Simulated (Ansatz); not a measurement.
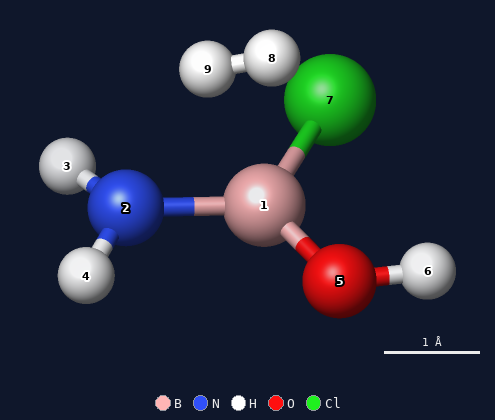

Fig. 1: The structure as given in the input (ball-and-stick view, seen at a tilt; atoms are numbered from 1 in the order of the input).

## Run report: BNH$_{5}$ClO, geometry relaxation (part 1 of 2)

- system: BNH$_{5}$ClO
- method: RHF/6-31G* (Ansatz 0.2.0)

It belongs to a series of runs on one base structure; here: end point A relaxed. Figures and captions count atoms from 1; the log counts them from 0 in places.

Input file:
```yaml
crystal:
  periodic: [false, false, false]
  atoms:
    - { symbol: B, position_ang: [0.038451, -0.337781, 0.361878] }
    - { symbol: "N", position_ang: [-0.091157, -0.239876, 1.817926] }
    - { symbol: H, position_ang: [-0.915004, -0.532809, 2.291723] }
    - { symbol: H, position_ang: [0.725935, -0.200919, 2.38655] }
    - { symbol: O, position_ang: [1.233113, -0.178412, -0.231572] }
    - { symbol: H, position_ang: [1.216246, -0.232408, -1.17628] }
    - { symbol: Cl, position_ang: [-1.425943, -0.693985, -0.609319] }
    - { symbol: H, position_ang: [-0.16857, 2.058813, 0.295632] }
    - { symbol: H, position_ang: [-0.272271, 1.859277, 0.958962] }
basis:
  gaussian: { orbitals: "6-31G*" }
hamiltonian:
  xc: hf
relax:
  f_tol: 0.03
  max_steps: 50
```

Machine: 1 thread of Intel Xeon @ 2.60GHz (Ice Lake), 24 GiB of memory available, shared host.

Run as:
```bash
ansatz run input.yaml --threads 1 --pin off --max-ram 2048MiB --backend cpu --events-out ev --progress --plain --runs-dir out
```

Output:
```
The last accepted step is kept in [file] (removed where the run ends without a failure and the disk answers)
Engine: ansatz 0.2.0, x86_64-unknown-linux-gnu
Functional definition: HF
  exchange = exact_x
  correlation = 0
829 factors; integrals over basis functions are off by at most 3.3e-4 eV
mean field evaluation 1: about -16772.2446 eV, gradient 3.8e1 eV
mean field evaluation 2: about -16772.2980 eV, gradient 3.8e1 eV
mean field evaluation 4: about -16775.2924 eV, gradient 2.9e0 eV
mean field evaluation 8: about -16775.3214 eV, gradient 1.0e-4 eV
mean field -16775.32140372 eV, -616.4816908656 hartree, gradient 1.1e-5 eV, S^2 0.000000; 0 other end points of the search recorded, 0 dependent functions left out
the calculation of the forces begins
reference -16775.32140372 eV, -616.4816908656 hartree; 21, 21 occupied and 53, 53 virtual orbitals, 829 factors
relax step   1: F+E_penalty+E_count = -16775.32140372 eV  Δ(F+E_penalty+E_count) = +0.000e0 eV  max|allowed force component| = 2.515e0 eV/Å  Δτ_max = 0.0000 Å  (32 SCF iters, accepted)
these checks for a lower state are left out or cut short: starts, cluster_reference, orbital_swaps, neighbouring_geometries, increment
829 factors; integrals over basis functions are off by at most 3.4e-4 eV
mean field evaluation 16: about -16775.5823 eV, gradient 1.2e-3 eV
mean field -16775.58233452 eV, -616.4912798955 hartree, gradient 1.4e-5 eV, S^2 0.000000; 0 other end points of the search recorded, 0 dependent functions left out
[... from here on the field's lines of each further geometry are left out, up to the last ...]
relax step   2: F+E_penalty+E_count = -16775.58233452 eV  Δ(F+E_penalty+E_count) = -2.609e-1 eV  max|allowed force component| = 1.100e0 eV/Å  Δτ_max = 0.1981 Å  (31 SCF iters, accepted)
relax step   3: F+E_penalty+E_count = -16775.69118189 eV  Δ(F+E_penalty+E_count) = -1.088e-1 eV  max|allowed force component| = 2.695e-1 eV/Å  Δτ_max = 0.1948 Å  (32 SCF iters, accepted)
relax step   4: F+E_penalty+E_count = -16775.73324377 eV  Δ(F+E_penalty+E_count) = -4.206e-2 eV  max|allowed force component| = 1.932e-1 eV/Å  Δτ_max = 0.1916 Å  (32 SCF iters, accepted)
relax step   5: F+E_penalty+E_count = -16775.75145414 eV  Δ(F+E_penalty+E_count) = -1.821e-2 eV  max|allowed force component| = 1.199e-1 eV/Å  Δτ_max = 0.2000 Å  (32 SCF iters, accepted)
relax step   6: F+E_penalty+E_count = -16775.75688010 eV  Δ(F+E_penalty+E_count) = -5.426e-3 eV  max|allowed force component| = 1.226e-1 eV/Å  Δτ_max = 0.1280 Å  (34 SCF iters, accepted)
relax step   7: F+E_penalty+E_count = -16775.75919074 eV  Δ(F+E_penalty+E_count) = -2.311e-3 eV  max|allowed force component| = 8.420e-2 eV/Å  Δτ_max = 0.1165 Å  (25 SCF iters, accepted)
relax step   8: F+E_penalty+E_count = -16775.76050862 eV  Δ(F+E_penalty+E_count) = -1.318e-3 eV  max|allowed force component| = 8.489e-2 eV/Å  Δτ_max = 0.1032 Å  (25 SCF iters, accepted)
relax step   9: F+E_penalty+E_count = -16775.76147333 eV  Δ(F+E_penalty+E_count) = -9.647e-4 eV  max|allowed force component| = 1.231e-1 eV/Å  Δτ_max = 0.0867 Å  (33 SCF iters, accepted)
relax step  10: F+E_penalty+E_count = -16775.76235814 eV  Δ(F+E_penalty+E_count) = -8.848e-4 eV  max|allowed force component| = 1.046e-1 eV/Å  Δτ_max = 0.0529 Å  (34 SCF iters, accepted)
relax step  11: F+E_penalty+E_count = -16775.76315015 eV  Δ(F+E_penalty+E_count) = -7.920e-4 eV  max|allowed force component| = 1.079e-1 eV/Å  Δτ_max = 0.0578 Å  (32 SCF iters, accepted)
relax step  12: F+E_penalty+E_count = -16775.76300948 eV  Δ(F+E_penalty+E_count) = +1.407e-4 eV  max|allowed force component| = 2.419e-1 eV/Å  Δτ_max = 0.0857 Å  (32 SCF iters, rejected (line search))
relax step  13: F+E_penalty+E_count = -16775.76396590 eV  Δ(F+E_penalty+E_count) = -8.158e-4 eV  max|allowed force component| = 5.372e-2 eV/Å  Δτ_max = 0.0418 Å  (32 SCF iters, accepted)
relax step  14: F+E_penalty+E_count = -16775.76499349 eV  Δ(F+E_penalty+E_count) = -1.028e-3 eV  max|allowed force component| = 1.317e-1 eV/Å  Δτ_max = 0.0978 Å  (33 SCF iters, accepted)
relax step  15: F+E_penalty+E_count = -16775.76545827 eV  Δ(F+E_penalty+E_count) = -4.648e-4 eV  max|allowed force component| = 1.776e-1 eV/Å  Δτ_max = 0.0511 Å  (32 SCF iters, accepted)
relax step  16: F+E_penalty+E_count = -16775.76609455 eV  Δ(F+E_penalty+E_count) = -6.363e-4 eV  max|allowed force component| = 9.988e-2 eV/Å  Δτ_max = 0.0247 Å  (25 SCF iters, accepted)
relax step  17: F+E_penalty+E_count = -16775.76686699 eV  Δ(F+E_penalty+E_count) = -7.724e-4 eV  max|allowed force component| = 4.645e-2 eV/Å  Δτ_max = 0.0638 Å  (32 SCF iters, accepted)
relax step  18: F+E_penalty+E_count = -16775.76716231 eV  Δ(F+E_penalty+E_count) = -2.953e-4 eV  max|allowed force component| = 2.116e-1 eV/Å  Δτ_max = 0.1776 Å  (31 SCF iters, accepted)
relax step  19: F+E_penalty+E_count = -16775.76813554 eV  Δ(F+E_penalty+E_count) = -9.732e-4 eV  max|allowed force component| = 5.948e-2 eV/Å  Δτ_max = 0.0316 Å  (33 SCF iters, accepted)
relax step  20: F+E_penalty+E_count = -16775.76846458 eV  Δ(F+E_penalty+E_count) = -3.290e-4 eV  max|allowed force component| = 5.828e-2 eV/Å  Δτ_max = 0.0403 Å  (33 SCF iters, accepted)
relax step  21: F+E_penalty+E_count = -16775.76865902 eV  Δ(F+E_penalty+E_count) = -1.944e-4 eV  max|allowed force component| = 1.270e-1 eV/Å  Δτ_max = 0.0651 Å  (33 SCF iters, accepted)
relax step  22: F+E_penalty+E_count = -16775.76886098 eV  Δ(F+E_penalty+E_count) = -2.020e-4 eV  max|allowed force component| = 7.165e-2 eV/Å  Δτ_max = 0.0183 Å  (25 SCF iters, accepted)
relax step  23: F+E_penalty+E_count = -16775.76910383 eV  Δ(F+E_penalty+E_count) = -2.428e-4 eV  max|allowed force component| = 1.595e-2 eV/Å  Δτ_max = 0.0381 Å  (34 SCF iters, accepted)
relax step  24: F+E_penalty+E_count = -16775.76931156 eV  Δ(F+E_penalty+E_count) = -2.077e-4 eV  max|allowed force component| = 3.155e-2 eV/Å  Δτ_max = 0.0617 Å  (32 SCF iters, accepted)
relax step  25: F+E_penalty+E_count = -16775.76940693 eV  Δ(F+E_penalty+E_count) = -9.536e-5 eV  max|allowed force component| = 4.971e-2 eV/Å  Δτ_max = 0.0664 Å  (32 SCF iters, accepted)
the calculation of the forces begins
reference -16775.76945973 eV, -616.4981566200 hartree; 21, 21 occupied and 53, 53 virtual orbitals, 829 factors
relax step  26: F+E_penalty+E_count = -16775.76945973 eV  Δ(F+E_penalty+E_count) = -5.280e-5 eV  max|allowed force component| = 2.913e-2 eV/Å  Δτ_max = 0.0039 Å  (25 SCF iters, accepted)
829 factors; integrals over basis functions are off by at most 3.4e-4 eV
mean field evaluation 192: about -16775.7695 eV, gradient 4.9e-4 eV
```

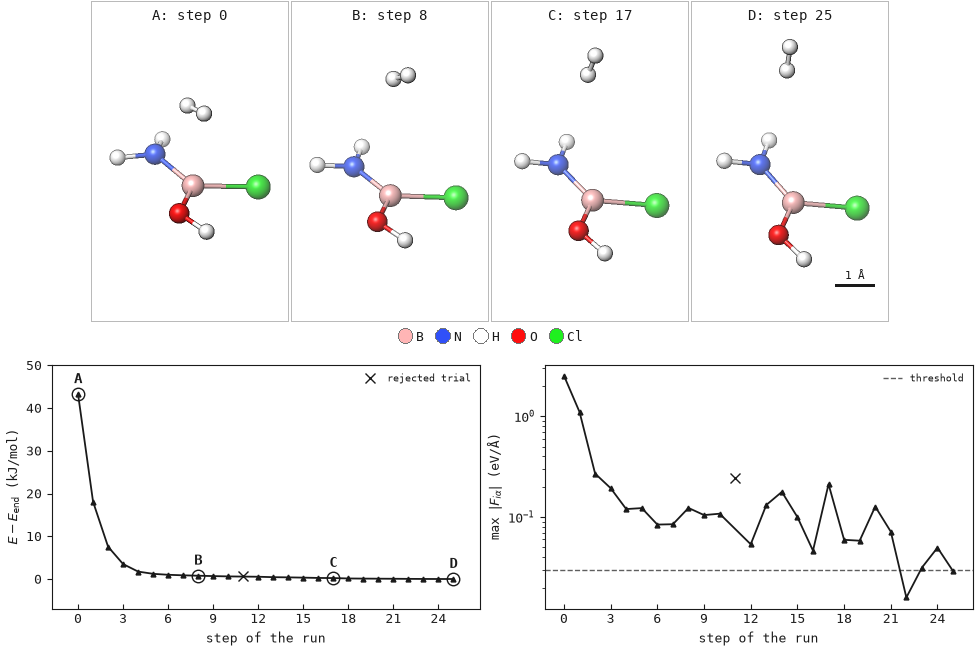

Fig. 2: Frames of the relaxation (ball-and-stick view, seen at a tilt) above the curves, on which the letters mark them (the first geometry is step 0 here and step 1 in the log).

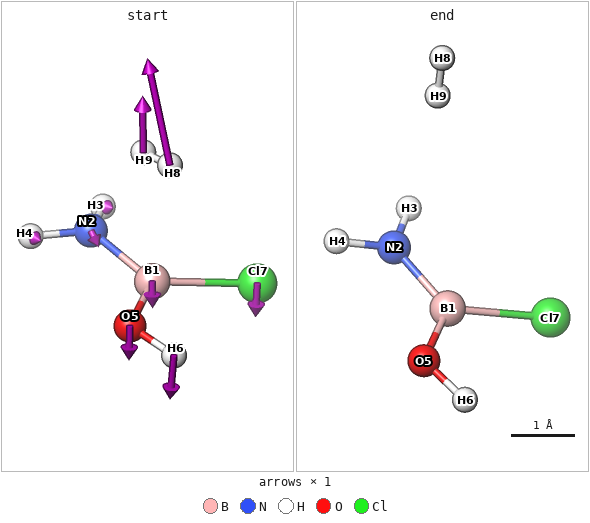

Fig. 3: Before (left) and after (right) the relaxation, at one scale (ball-and-stick view, seen at a tilt). The pink arrows give the displacements, at true length. Over 25 geometry steps the energy falls by 43.2 kJ/mol. The largest force component goes from 2.5 to 0.029 eV/Å. The line search rejected the trial step at point 11 (counted from 0) and went back. The largest move after the best rigid fit is that of H8, 1.78 Å. By element the largest moves are H 1.78 Å, O 0.62 Å, Cl 0.61 Å, B 0.47 Å, N 0.31 Å. Among the contacts that change: B1–N2 1.465 → 1.393 Å, H8–H9 0.700 → 0.731 Å, B1–Cl7 1.793 → 1.802 Å, B1–O5 1.343 → 1.351 Å. (Atoms are counted from 1 in the order of the input.)

```
mean field -16775.76945973 eV, -616.4981566200 hartree, gradient 1.5e-5 eV, S^2 0.000000; 1 other end points of the search recorded, 0 dependent functions left out
the calculation of the forces begins
reference -16775.76945973 eV, -616.4981566200 hartree; 21, 21 occupied and 53, 53 virtual orbitals, 829 factors
Total energy: -16775.76945973 eV, -616.4981566200 hartree
Atom 0 at     0.129704    -0.802035     0.288502 Å, force     0.009835     0.007593     0.018209 eV/Å
Atom 1 at    -0.030726    -0.347486     1.595216 Å, force    -0.004358    -0.007623    -0.020962 eV/Å
Atom 2 at    -0.907172    -0.313561     2.062967 Å, force     0.014618    -0.002135    -0.012152 eV/Å
Atom 3 at     0.749822    -0.053995     2.139403 Å, force    -0.001613    -0.001703    -0.003895 eV/Å
Atom 4 at     1.348397    -0.843595    -0.292190 Å, force    -0.014313    -0.004599    -0.008117 eV/Å
Atom 5 at     1.350274    -1.163124    -1.182918 Å, force    -0.004076     0.007424     0.024744 eV/Å
Atom 6 at    -1.319004    -1.340766    -0.638653 Å, force     0.000201     0.000732     0.001623 eV/Å
Atom 7 at    -0.535670     3.545763     1.057587 Å, force     0.003259    -0.028824     0.000680 eV/Å
Atom 8 at    -0.444825     2.820700     1.065587 Å, force    -0.003553     0.029134    -0.000130 eV/Å
Dipole moment:     0.157909     0.075205     0.215519 e Å
```

Trajectory as extended XYZ (Å, eV, eV/Å), 23 of the 26 frames kept, from step=1 to step=26:
```
9
Properties=species:S:1:pos:R:3:forces:R:3 step=1 energy=-16775.32140
B     0.0385   -0.3378    0.3619   -0.1805  -0.3027   2.5153
N    -0.0912   -0.2399    1.8179    0.2762  -0.6263  -2.3037
H    -0.9150   -0.5328    2.2917    0.0013   0.0008  -0.0065
H     0.7259   -0.2009    2.3866   -0.0070   0.0125  -0.0090
O     1.2331   -0.1784   -0.2316   -0.0037  -0.0150   0.0070
H     1.2162   -0.2324   -1.1763    0.0024  -0.0006  -0.0022
Cl   -1.4259   -0.6940   -0.6093   -0.0008   0.0078  -0.0056
H    -0.1686    2.0588    0.2956    0.1280   0.8334  -1.1647
H    -0.2723    1.8593    0.9590   -0.2158   0.0901   0.9693
9
Properties=species:S:1:pos:R:3:forces:R:3 step=2 energy=-16775.58233
B     0.0529   -0.4469    0.3943   -0.1778   0.5413   1.0998
N    -0.0755   -0.3366    1.8058    0.2054  -0.5576  -0.9352
H    -0.9120   -0.5754    2.2902    0.0808   0.0396  -0.0271
H     0.7317   -0.2279    2.3837   -0.1250  -0.0083  -0.0780
O     1.2337   -0.2149   -0.2108    0.0963  -0.2456  -0.0767
H     1.2081   -0.2360   -1.1578   -0.0152  -0.0168   0.1003
Cl   -1.4247   -0.7089   -0.5928   -0.0199  -0.2084  -0.0203
H    -0.1833    2.2523    0.2559   -0.0103   0.2604  -0.0715
H    -0.2900    1.9961    0.9269   -0.0343   0.1955   0.0087
9
Properties=species:S:1:pos:R:3:forces:R:3 step=3 energy=-16775.69118
B     0.0501   -0.4647    0.4066    0.0412  -0.0147   0.1766
N    -0.0644   -0.4081    1.7977    0.0465  -0.2008   0.0477
H    -0.9105   -0.6114    2.2850    0.1648   0.0539  -0.0736
H     0.7402   -0.2819    2.3789   -0.2038  -0.0074  -0.1448
O     1.2385   -0.2656   -0.2019    0.0145  -0.0114  -0.0983
H     1.2094   -0.2742   -1.1493   -0.0197  -0.0316   0.1230
Cl   -1.4180   -0.7892   -0.5839   -0.0190  -0.0233  -0.0056
H    -0.1967    2.4465    0.2491   -0.0524   0.0091   0.2445
H    -0.3077    2.1505    0.9133    0.0279   0.2262  -0.2695
9
Properties=species:S:1:pos:R:3:forces:R:3 step=4 energy=-16775.73324
B     0.0564   -0.5154    0.4066    0.0505  -0.0729   0.1481
N    -0.0564   -0.4670    1.7973    0.0220  -0.0933   0.0420
H    -0.9049   -0.6587    2.2851    0.1644   0.0521  -0.0753
H     0.7452   -0.3246    2.3783   -0.1932  -0.0150  -0.1384
O     1.2461   -0.3212   -0.2024   -0.0184   0.0380  -0.0497
H     1.2164   -0.3327   -1.1489   -0.0172  -0.0298   0.0754
Cl   -1.4103   -0.8551   -0.5839    0.0024   0.0175   0.0085
H    -0.2192    2.6362    0.2526   -0.0130   0.0401   0.0435
H    -0.3325    2.3404    0.9108    0.0026   0.0634  -0.0541
9
Properties=species:S:1:pos:R:3:forces:R:3 step=6 energy=-16775.75688
B     0.0699   -0.6016    0.4094   -0.0848  -0.0117   0.0320
N    -0.0453   -0.5649    1.7964    0.0717   0.0183   0.0271
H    -0.8913   -0.7315    2.2898   -0.0297  -0.0012  -0.0361
H     0.7445   -0.3753    2.3733   -0.0112  -0.0128  -0.0272
O     1.2525   -0.3800   -0.2017    0.0143  -0.0168   0.1032
H     1.2195   -0.4378   -1.1433    0.0159   0.0109  -0.1226
Cl   -1.3952   -0.9474   -0.5857    0.0269  -0.0097   0.0219
H    -0.2532    2.9618    0.2726   -0.0069   0.0044   0.0236
H    -0.3605    2.5786    0.8849    0.0038   0.0186  -0.0219
```
